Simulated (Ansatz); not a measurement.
**GaBr+ (doublet): HSE06, B2PLYP, PBE-QIDH, RPA-PBE over a scan of the distance Ga1–Br2, cc-pVTZ**

Aim: run GaBr+ (doublet) with these functionals over a scan of the distance Ga1–Br2, and hold them against the top wave-function level at the same points.

Computed with Ansatz 0.2.0, Gaussian basis. Level: cc-pVTZ, all electrons in the functionals, frozen cores in the correlation of double hybrids and RPA.

Plan: HSE06, B2PLYP, PBE-QIDH, RPA-PBE, at 2.042 Å; 2.245 Å; 2.467 Å; 3.134 Å; 4.237 Å; 5.960 Å.

18 further runs of the same task are left out: 6 for a known fault of the program, 9 that didn't finish, 3 set aside as unsound or not needed.

### Step 1. What is computed

The geometry derives from a PBE0/def2-TZVP stationary point (not a proven minimum). One bond is set to the value named and the two fragments are kept rigid. No spin-orbit coupling is included. The filled d shell of Ga, Br may be among the frozen orbitals whatever the setting's name suggests; the logs give the count.

2 atoms, charge 1, spin multiplicity 2.

Atoms are counted from 1 here; the program's logs count them from 0.

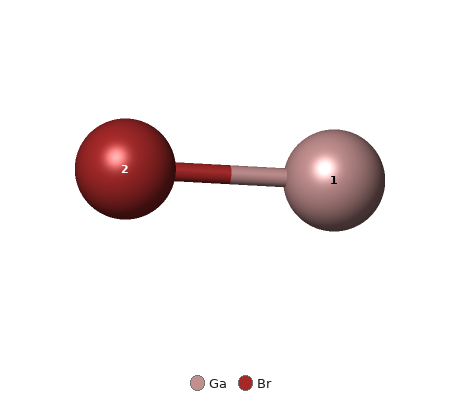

The structure; gallium pink, bromine red; atoms are numbered from 1 in the order of the file.

No dispersion term is added. HSE06 is the plane-wave form.

The geometry shown and the zero of energy belong to the point 2.245 Å. The yardstick, UCCSDT(Q), and other wave-function levels (R restricted, U unrestricted, valence and pair active spaces) come from earlier runs.

### Step 2. HSE06, 2.042 Å

Contents of in.yaml:

```yaml
crystal:
  periodic: [false, false, false]
  atoms:
    - {symbol: Ga, position_ang: [0.000000, 0.000000, 0.000000]}
    - {symbol: Br, position_ang: [0.000000, 0.000000, 2.042000]}
basis:
  gaussian: {orbitals: cc-pVTZ}
total_charge: 1
magnetization: {spin_polarized: true, initial_magnetization: 1}
hamiltonian: {xc: {name: HSE06}}
```

Started as:

```sh
$ ansatz run in.yaml --threads 1 --pin off --events-out ev --progress --plain --max-ram 2393MiB
```

Output:

```text
Functional definition: HSE06
  name "HSE06"
  cite "Heyd, Scuseria & Ernzerhof, J. Chem. Phys. 118, 8207 (2003) doi:10.1063/1.1564060"
  cite "Krukau, Vydrov, Izmaylov & Scuseria, J. Chem. Phys. 125, 224106 (2006) doi:10.1063/1.2404663"
  cite "Heyd & Scuseria, J. Chem. Phys. 120, 7274 (2004) doi:10.1063/1.1668634"
  cite "Ernzerhof & Perdew, J. Chem. Phys. 109, 3313 (1998) doi:10.1063/1.476928"
  cite "Perdew, Burke & Ernzerhof, Phys. Rev. Lett. 77, 3865 (1996) doi:10.1103/PhysRevLett.77.3865"
  parent pbe
  parameter a = 0.25
  parameter omega = 0.11/bohr
  # The whole range is PBE's own exchange, as in plane waves. The composition of these papers is wPBEh.
  exchange = pbe_x - a*pbe_x_sr(omega) + a*exact_x_sr(omega)
  correlation = pbe_c
570 factors; integrals over basis functions are off by at most 1.3e-3 eV
44 factors; integrals over basis functions are off by at most 5.4e-6 eV
mean field evaluation 1: about -122399.3843 eV, gradient 2.7e1 eV
mean field evaluation 2: about -122380.0329 eV, gradient 6.3e1 eV
mean field evaluation 4: about -122403.5403 eV, gradient 3.8e0 eV
mean field evaluation 8: about -122403.6425 eV, gradient 1.3e-1 eV
mean field evaluation 16: about -122403.6425 eV, gradient 5.5e-5 eV
mean field -122403.64254098 eV, -4498.2508952123 hartree, gradient 5.5e-5 eV, S^2 0.753534; 0 other end points of the search recorded, 0 dependent functions left out
reference -122403.64257540 eV, -4498.2508964771 hartree; 33, 32 occupied and 53, 54 virtual orbitals, 570 factors
Total energy: -122403.64257540 eV, -4498.2508964771 hartree
```

It took 5.5 s on 1 thread of Arm Neoverse V1, shared host.

From the report: ⟨S²⟩ of the determinant 0.754 (pure doublet: 0.75).

### Step 3. HSE06, 2.245 Å

Edit in.yaml of step 2 so:

```diff
@@ -4,3 +4,3 @@
     - {symbol: Ga, position_ang: [0.000000, 0.000000, 0.000000]}
-    - {symbol: Br, position_ang: [0.000000, 0.000000, 2.042000]}
+    - {symbol: Br, position_ang: [0.000000, 0.000000, 2.245200]}
 basis:
```

Same command.

Output, cut to the lines that bear on the results:

```text
Functional definition: HSE06
  name "HSE06"
  cite "Heyd, Scuseria & Ernzerhof, J. Chem. Phys. 118, 8207 (2003) doi:10.1063/1.1564060"
  cite "Krukau, Vydrov, Izmaylov & Scuseria, J. Chem. Phys. 125, 224106 (2006) doi:10.1063/1.2404663"
  cite "Heyd & Scuseria, J. Chem. Phys. 120, 7274 (2004) doi:10.1063/1.1668634"
  cite "Ernzerhof & Perdew, J. Chem. Phys. 109, 3313 (1998) doi:10.1063/1.476928"
  cite "Perdew, Burke & Ernzerhof, Phys. Rev. Lett. 77, 3865 (1996) doi:10.1103/PhysRevLett.77.3865"
  parent pbe
[...]
  # The whole range is PBE's own exchange, as in plane waves. The composition of these papers is wPBEh.
[...]
573 factors; integrals over basis functions are off by at most 8.0e-4 eV
45 factors; integrals over basis functions are off by at most 5.4e-6 eV
[...]
mean field -122404.00482512 eV, -4498.2642089089 hartree, gradient 2.6e-5 eV, S^2 0.755915; 1 other end points of the search recorded, 0 dependent functions left out
reference -122404.00486018 eV, -4498.2642101973 hartree; 33, 32 occupied and 53, 54 virtual orbitals, 573 factors
Total energy: -122404.00486018 eV, -4498.2642101973 hartree
```

Wall time 5.5 s (1 thread of Arm Neoverse V1, shared host).

From the report: ⟨S²⟩ of the determinant 0.756 (pure doublet: 0.75).

### Step 4. HSE06, 2.467 Å

Edit in.yaml of step 3 so:

```diff
@@ -4,3 +4,3 @@
     - {symbol: Ga, position_ang: [0.000000, 0.000000, 0.000000]}
-    - {symbol: Br, position_ang: [0.000000, 0.000000, 2.245200]}
+    - {symbol: Br, position_ang: [0.000000, 0.000000, 2.467000]}
 basis:
```

Launched as before.

Output, cut to the lines that bear on the results:

```text
Functional definition: HSE06
  name "HSE06"
  cite "Heyd, Scuseria & Ernzerhof, J. Chem. Phys. 118, 8207 (2003) doi:10.1063/1.1564060"
  cite "Krukau, Vydrov, Izmaylov & Scuseria, J. Chem. Phys. 125, 224106 (2006) doi:10.1063/1.2404663"
  cite "Heyd & Scuseria, J. Chem. Phys. 120, 7274 (2004) doi:10.1063/1.1668634"
  cite "Ernzerhof & Perdew, J. Chem. Phys. 109, 3313 (1998) doi:10.1063/1.476928"
  cite "Perdew, Burke & Ernzerhof, Phys. Rev. Lett. 77, 3865 (1996) doi:10.1103/PhysRevLett.77.3865"
  parent pbe
[...]
  # The whole range is PBE's own exchange, as in plane waves. The composition of these papers is wPBEh.
[...]
571 factors; integrals over basis functions are off by at most 6.7e-4 eV
47 factors; integrals over basis functions are off by at most 5.4e-6 eV
[...]
mean field -122403.82477115 eV, -4498.2575920475 hartree, gradient 1.7e-5 eV, S^2 0.760347; 4 other end points of the search recorded, 0 dependent functions left out
reference -122403.82480698 eV, -4498.2575933640 hartree; 33, 32 occupied and 53, 54 virtual orbitals, 571 factors
Total energy: -122403.82480698 eV, -4498.2575933640 hartree
```

Run time: 12 s. Hardware: 1 thread of Arm Neoverse V1, shared host.

From the report: ⟨S²⟩ of the determinant 0.760 (pure doublet: 0.75).

From 2.245 Å: +0.180 eV.

### Step 5. HSE06, 3.134 Å

Edit in.yaml of step 4 so:

```diff
@@ -4,3 +4,3 @@
     - {symbol: Ga, position_ang: [0.000000, 0.000000, 0.000000]}
-    - {symbol: Br, position_ang: [0.000000, 0.000000, 2.467000]}
+    - {symbol: Br, position_ang: [0.000000, 0.000000, 3.134000]}
 basis:
```

The command is unchanged.

Output, cut to the lines that bear on the results:

```text
Functional definition: HSE06
  name "HSE06"
  cite "Heyd, Scuseria & Ernzerhof, J. Chem. Phys. 118, 8207 (2003) doi:10.1063/1.1564060"
  cite "Krukau, Vydrov, Izmaylov & Scuseria, J. Chem. Phys. 125, 224106 (2006) doi:10.1063/1.2404663"
  cite "Heyd & Scuseria, J. Chem. Phys. 120, 7274 (2004) doi:10.1063/1.1668634"
  cite "Ernzerhof & Perdew, J. Chem. Phys. 109, 3313 (1998) doi:10.1063/1.476928"
  cite "Perdew, Burke & Ernzerhof, Phys. Rev. Lett. 77, 3865 (1996) doi:10.1103/PhysRevLett.77.3865"
  parent pbe
[...]
  # The whole range is PBE's own exchange, as in plane waves. The composition of these papers is wPBEh.
[...]
566 factors; integrals over basis functions are off by at most 1.6e-3 eV
47 factors; integrals over basis functions are off by at most 5.4e-6 eV
[...]
mean field -122403.52399631 eV, -4498.2465387760 hartree, gradient 1.1e-5 eV, S^2 0.753861; 5 other end points of the search recorded, 0 dependent functions left out
reference -122403.52403177 eV, -4498.2465400789 hartree; 33, 32 occupied and 53, 54 virtual orbitals, 566 factors
Total energy: -122403.52403177 eV, -4498.2465400789 hartree
```

Run time: 20 s. Hardware: 1 thread of Arm Neoverse V1, shared host.

From the report: ⟨S²⟩ of the determinant 0.754 (pure doublet: 0.75).

From 2.245 Å: +0.481 eV.

### Step 6. HSE06, 4.237 Å

Edit in.yaml of step 5 so:

```diff
@@ -4,3 +4,3 @@
     - {symbol: Ga, position_ang: [0.000000, 0.000000, 0.000000]}
-    - {symbol: Br, position_ang: [0.000000, 0.000000, 3.134000]}
+    - {symbol: Br, position_ang: [0.000000, 0.000000, 4.237000]}
 basis:
```

The command is unchanged.

Output, cut to the lines that bear on the results:

```text
Functional definition: HSE06
  name "HSE06"
  cite "Heyd, Scuseria & Ernzerhof, J. Chem. Phys. 118, 8207 (2003) doi:10.1063/1.1564060"
  cite "Krukau, Vydrov, Izmaylov & Scuseria, J. Chem. Phys. 125, 224106 (2006) doi:10.1063/1.2404663"
  cite "Heyd & Scuseria, J. Chem. Phys. 120, 7274 (2004) doi:10.1063/1.1668634"
  cite "Ernzerhof & Perdew, J. Chem. Phys. 109, 3313 (1998) doi:10.1063/1.476928"
  cite "Perdew, Burke & Ernzerhof, Phys. Rev. Lett. 77, 3865 (1996) doi:10.1103/PhysRevLett.77.3865"
  parent pbe
[...]
  # The whole range is PBE's own exchange, as in plane waves. The composition of these papers is wPBEh.
[...]
562 factors; integrals over basis functions are off by at most 8.5e-4 eV
47 factors; integrals over basis functions are off by at most 5.4e-6 eV
[...]
mean field -122403.24104404 eV, -4498.2361404718 hartree, gradient 2.7e-6 eV, S^2 0.753616; 4 other end points of the search recorded, 0 dependent functions left out
reference -122403.24108338 eV, -4498.2361419177 hartree; 33, 32 occupied and 53, 54 virtual orbitals, 562 factors
Total energy: -122403.24108338 eV, -4498.2361419177 hartree
```

Run time: 15 s. Hardware: 1 thread of Arm Neoverse V1, shared host.

From the report: ⟨S²⟩ of the determinant 0.754 (pure doublet: 0.75).

From 2.245 Å: +0.764 eV.

### Step 7. HSE06, 5.960 Å

Edit in.yaml of step 6 so:

```diff
@@ -4,3 +4,3 @@
     - {symbol: Ga, position_ang: [0.000000, 0.000000, 0.000000]}
-    - {symbol: Br, position_ang: [0.000000, 0.000000, 4.237000]}
+    - {symbol: Br, position_ang: [0.000000, 0.000000, 5.960000]}
 basis:
```

Launched as before.

Output, cut to the lines that bear on the results:

```text
Functional definition: HSE06
  name "HSE06"
  cite "Heyd, Scuseria & Ernzerhof, J. Chem. Phys. 118, 8207 (2003) doi:10.1063/1.1564060"
  cite "Krukau, Vydrov, Izmaylov & Scuseria, J. Chem. Phys. 125, 224106 (2006) doi:10.1063/1.2404663"
  cite "Heyd & Scuseria, J. Chem. Phys. 120, 7274 (2004) doi:10.1063/1.1668634"
  cite "Ernzerhof & Perdew, J. Chem. Phys. 109, 3313 (1998) doi:10.1063/1.476928"
  cite "Perdew, Burke & Ernzerhof, Phys. Rev. Lett. 77, 3865 (1996) doi:10.1103/PhysRevLett.77.3865"
  parent pbe
[...]
  # The whole range is PBE's own exchange, as in plane waves. The composition of these papers is wPBEh.
[...]
562 factors; integrals over basis functions are off by at most 7.8e-4 eV
51 factors; integrals over basis functions are off by at most 5.5e-6 eV
[...]
mean field -122403.10749361 eV, -4498.2312325842 hartree, gradient 7.3e-6 eV, S^2 0.753301; 4 other end points of the search recorded, 0 dependent functions left out
reference -122403.10753742 eV, -4498.2312341939 hartree; 33, 32 occupied and 53, 54 virtual orbitals, 562 factors
Total energy: -122403.10753742 eV, -4498.2312341939 hartree
```

Run time: 17 s. Hardware: 1 thread of Arm Neoverse V1, shared host.

From the report: ⟨S²⟩ of the determinant 0.753 (pure doublet: 0.75).

From 2.245 Å: +0.897 eV.

### Step 8. B2PLYP, 2.042 Å

Contents of in.yaml:

```yaml
crystal:
  periodic: [false, false, false]
  atoms:
    - {symbol: Ga, position_ang: [0.000000, 0.000000, 0.000000]}
    - {symbol: Br, position_ang: [0.000000, 0.000000, 2.042000]}
basis:
  gaussian: {orbitals: cc-pVTZ}
total_charge: 1
magnetization: {spin_polarized: true, initial_magnetization: 1}
hamiltonian: {xc: {name: B2PLYP}}
correlation: {electrons: outside_noble_gas}
```

The command is unchanged.

Output, cut to the lines that bear on the results:

```text
Functional definition: B2PLYP
  name "B2PLYP"
  cite "Grimme, J. Chem. Phys. 124, 034108 (2006) doi:10.1063/1.2148954"
  cite "Becke, Phys. Rev. A 38, 3098 (1988) doi:10.1103/PhysRevA.38.3098"
  cite "Lee, Yang & Parr, Phys. Rev. B 37, 785 (1988) doi:10.1103/PhysRevB.37.785"
[...]
570 factors; integrals over basis functions are off by at most 1.3e-3 eV
[...]
mean field -122394.29228299 eV, -4497.9072795688 hartree, gradient 4.6e-6 eV, S^2 0.755368; 0 other end points of the search recorded, 0 dependent functions left out
28 core orbitals not correlated: weight in the atoms' cores, before any rotation towards them, 0.951 or more for the frozen orbitals, at most 0.046 for the correlated occupied ones
reference -122394.29240178 eV, -4497.9072839345 hartree; 5, 4 occupied and 53, 54 virtual orbitals, 570 factors
second order -6.16510560 eV of doubles, -0.00000000 eV of singles
Total energy: -122395.95698030 eV, -4497.9684560665 hartree
```

It took 5.5 s on 1 thread of Arm Neoverse V1, shared host.

From the report: ⟨S²⟩ of the determinant 0.755 (pure doublet: 0.75).

### Step 9. B2PLYP, 2.245 Å

Edit in.yaml of step 8 so:

```diff
@@ -4,3 +4,3 @@
     - {symbol: Ga, position_ang: [0.000000, 0.000000, 0.000000]}
-    - {symbol: Br, position_ang: [0.000000, 0.000000, 2.042000]}
+    - {symbol: Br, position_ang: [0.000000, 0.000000, 2.245200]}
 basis:
```

Same command.

Output, cut to the lines that bear on the results:

```text
Functional definition: B2PLYP
  name "B2PLYP"
  cite "Grimme, J. Chem. Phys. 124, 034108 (2006) doi:10.1063/1.2148954"
  cite "Becke, Phys. Rev. A 38, 3098 (1988) doi:10.1103/PhysRevA.38.3098"
  cite "Lee, Yang & Parr, Phys. Rev. B 37, 785 (1988) doi:10.1103/PhysRevB.37.785"
[...]
573 factors; integrals over basis functions are off by at most 8.0e-4 eV
[...]
mean field -122394.70085760 eV, -4497.9222944088 hartree, gradient 3.1e-6 eV, S^2 0.761187; 4 other end points of the search recorded, 0 dependent functions left out
28 core orbitals not correlated: weight in the atoms' cores, before any rotation towards them, 0.983 or more for the frozen orbitals, at most 0.015 for the correlated occupied ones
reference -122394.70097884 eV, -4497.9222988643 hartree; 5, 4 occupied and 53, 54 virtual orbitals, 573 factors
second order -6.20494233 eV of doubles, -0.00000000 eV of singles
Total energy: -122396.37631327 eV, -4497.9838662690 hartree
```

It took 12 s on 1 thread of Arm Neoverse V1, shared host.

From the report: ⟨S²⟩ of the determinant 0.761 (pure doublet: 0.75).

### Step 10. B2PLYP, 2.467 Å

Edit in.yaml of step 9 so:

```diff
@@ -4,3 +4,3 @@
     - {symbol: Ga, position_ang: [0.000000, 0.000000, 0.000000]}
-    - {symbol: Br, position_ang: [0.000000, 0.000000, 2.245200]}
+    - {symbol: Br, position_ang: [0.000000, 0.000000, 2.467000]}
 basis:
```

The command is unchanged.

Output, cut to the lines that bear on the results:

```text
Functional definition: B2PLYP
  name "B2PLYP"
  cite "Grimme, J. Chem. Phys. 124, 034108 (2006) doi:10.1063/1.2148954"
  cite "Becke, Phys. Rev. A 38, 3098 (1988) doi:10.1103/PhysRevA.38.3098"
  cite "Lee, Yang & Parr, Phys. Rev. B 37, 785 (1988) doi:10.1103/PhysRevB.37.785"
[...]
571 factors; integrals over basis functions are off by at most 6.7e-4 eV
[...]
mean field -122394.58691809 eV, -4497.9181072091 hartree, gradient 1.0e-6 eV, S^2 0.771277; 6 other end points of the search recorded, 0 dependent functions left out
28 core orbitals not correlated: weight in the atoms' cores, before any rotation towards them, 0.994 or more for the frozen orbitals, at most 0.005 for the correlated occupied ones
reference -122394.58704208 eV, -4497.9181117657 hartree; 5, 4 occupied and 53, 54 virtual orbitals, 571 factors
second order -6.07455374 eV of doubles, -0.00000000 eV of singles
Total energy: -122396.22717159 eV, -4497.9783854134 hartree
```

Run time: 18 s. Hardware: 1 thread of Arm Neoverse V1, shared host; peak memory 0.28 GiB.

From the report: ⟨S²⟩ of the determinant 0.771 (pure doublet: 0.75).

From 2.245 Å: +0.149 eV.

### Step 11. B2PLYP, 3.134 Å

Edit in.yaml of step 10 so:

```diff
@@ -4,3 +4,3 @@
     - {symbol: Ga, position_ang: [0.000000, 0.000000, 0.000000]}
-    - {symbol: Br, position_ang: [0.000000, 0.000000, 2.467000]}
+    - {symbol: Br, position_ang: [0.000000, 0.000000, 3.134000]}
 basis:
```

The command is unchanged.

Output, cut to the lines that bear on the results:

```text
Functional definition: B2PLYP
  name "B2PLYP"
  cite "Grimme, J. Chem. Phys. 124, 034108 (2006) doi:10.1063/1.2148954"
  cite "Becke, Phys. Rev. A 38, 3098 (1988) doi:10.1103/PhysRevA.38.3098"
  cite "Lee, Yang & Parr, Phys. Rev. B 37, 785 (1988) doi:10.1103/PhysRevB.37.785"
[...]
566 factors; integrals over basis functions are off by at most 1.6e-3 eV
[...]
mean field -122394.55440758 eV, -4497.9169124699 hartree, gradient 2.4e-6 eV, S^2 0.754741; 5 other end points of the search recorded, 0 dependent functions left out
28 core orbitals not correlated: weight in the atoms' cores, before any rotation towards them, 1.000 or more for the frozen orbitals, at most 0.000 for the correlated occupied ones
reference -122394.55453973 eV, -4497.9169173262 hartree; 5, 4 occupied and 53, 54 virtual orbitals, 566 factors
second order -5.48349443 eV of doubles, -0.00000000 eV of singles
Total energy: -122396.03508322 eV, -4497.9713262962 hartree
```

It took 23 s on 1 thread of Arm Neoverse V1, shared host; peak memory 0.26 GiB.

From the report: ⟨S²⟩ of the determinant 0.755 (pure doublet: 0.75).

From 2.245 Å: +0.341 eV.

### Step 12. B2PLYP, 4.237 Å

Edit in.yaml of step 11 so:

```diff
@@ -4,3 +4,3 @@
     - {symbol: Ga, position_ang: [0.000000, 0.000000, 0.000000]}
-    - {symbol: Br, position_ang: [0.000000, 0.000000, 3.134000]}
+    - {symbol: Br, position_ang: [0.000000, 0.000000, 4.237000]}
 basis:
```

Same command.

Output, cut to the lines that bear on the results:

```text
Functional definition: B2PLYP
  name "B2PLYP"
  cite "Grimme, J. Chem. Phys. 124, 034108 (2006) doi:10.1063/1.2148954"
  cite "Becke, Phys. Rev. A 38, 3098 (1988) doi:10.1103/PhysRevA.38.3098"
  cite "Lee, Yang & Parr, Phys. Rev. B 37, 785 (1988) doi:10.1103/PhysRevB.37.785"
[...]
562 factors; integrals over basis functions are off by at most 8.5e-4 eV
[...]
mean field -122394.37624082 eV, -4497.9103649624 hartree, gradient 1.1e-6 eV, S^2 0.754464; 4 other end points of the search recorded, 0 dependent functions left out
28 core orbitals not correlated: weight in the atoms' cores, before any rotation towards them, 1.000 or more for the frozen orbitals, at most 0.000 for the correlated occupied ones
reference -122394.37638692 eV, -4497.9103703314 hartree; 5, 4 occupied and 53, 54 virtual orbitals, 562 factors
second order -5.32995448 eV of doubles, -0.00000000 eV of singles
Total energy: -122395.81547463 eV, -4497.9632558293 hartree
```

Wall time 20 s (1 thread of Arm Neoverse V1, shared host).

From the report: ⟨S²⟩ of the determinant 0.754 (pure doublet: 0.75).

From 2.245 Å: +0.561 eV.

### Step 13. B2PLYP, 5.960 Å

Edit in.yaml of step 12 so:

```diff
@@ -4,3 +4,3 @@
     - {symbol: Ga, position_ang: [0.000000, 0.000000, 0.000000]}
-    - {symbol: Br, position_ang: [0.000000, 0.000000, 4.237000]}
+    - {symbol: Br, position_ang: [0.000000, 0.000000, 5.960000]}
 basis:
```

Launched as before.

Output, cut to the lines that bear on the results:

```text
Functional definition: B2PLYP
  name "B2PLYP"
  cite "Grimme, J. Chem. Phys. 124, 034108 (2006) doi:10.1063/1.2148954"
  cite "Becke, Phys. Rev. A 38, 3098 (1988) doi:10.1103/PhysRevA.38.3098"
  cite "Lee, Yang & Parr, Phys. Rev. B 37, 785 (1988) doi:10.1103/PhysRevB.37.785"
[...]
562 factors; integrals over basis functions are off by at most 7.8e-4 eV
[...]
mean field -122394.27018561 eV, -4497.9064675053 hartree, gradient 2.5e-6 eV, S^2 0.754259; 4 other end points of the search recorded, 0 dependent functions left out
28 core orbitals not correlated: weight in the atoms' cores, before any rotation towards them, 1.000 or more for the frozen orbitals, at most 0.000 for the correlated occupied ones
reference -122394.27035160 eV, -4497.9064736050 hartree; 5, 4 occupied and 53, 54 virtual orbitals, 562 factors
second order -5.29536983 eV of doubles, -0.00000000 eV of singles
Total energy: -122395.70010145 eV, -4497.9590159430 hartree
```

Run time: 18 s. Hardware: 1 thread of Arm Neoverse V1, shared host.

From the report: ⟨S²⟩ of the determinant 0.754 (pure doublet: 0.75).

From 2.245 Å: +0.676 eV.

### Step 14. PBE-QIDH, 2.042 Å

Contents of in.yaml:

```yaml
crystal:
  periodic: [false, false, false]
  atoms:
    - {symbol: Ga, position_ang: [0.000000, 0.000000, 0.000000]}
    - {symbol: Br, position_ang: [0.000000, 0.000000, 2.042000]}
basis:
  gaussian: {orbitals: cc-pVTZ}
total_charge: 1
magnetization: {spin_polarized: true, initial_magnetization: 1}
hamiltonian: {xc: {name: PBE-QIDH}}
correlation: {electrons: outside_noble_gas}
```

Same command.

Output, cut to the lines that bear on the results:

```text
Functional definition: PBE-QIDH
  name "PBE-QIDH"
  cite "Brémond, Sancho-García, Pérez-Jiménez & Adamo, J. Chem. Phys. 141, 031101 (2014) doi:10.1063/1.4890314"
  cite "Perdew, Burke & Ernzerhof, Phys. Rev. Lett. 77, 3865 (1996) doi:10.1103/PhysRevLett.77.3865"
[...]
570 factors; integrals over basis functions are off by at most 1.3e-3 eV
[...]
mean field -122381.40649391 eV, -4497.4337355545 hartree, gradient 3.0e-6 eV, S^2 0.756580; 0 other end points of the search recorded, 0 dependent functions left out
28 core orbitals not correlated: weight in the atoms' cores, before any rotation towards them, 0.963 or more for the frozen orbitals, at most 0.034 for the correlated occupied ones
reference -122381.40650439 eV, -4497.4337359395 hartree; 5, 4 occupied and 53, 54 virtual orbitals, 570 factors
second order -5.66444984 eV of doubles, -0.00000000 eV of singles
Total energy: -122383.29465433 eV, -4497.5031241702 hartree
```

Run time: 6 s. Hardware: 1 thread of Arm Neoverse V1, shared host.

From the report: ⟨S²⟩ of the determinant 0.757 (pure doublet: 0.75).

[end of part 1 of 2]
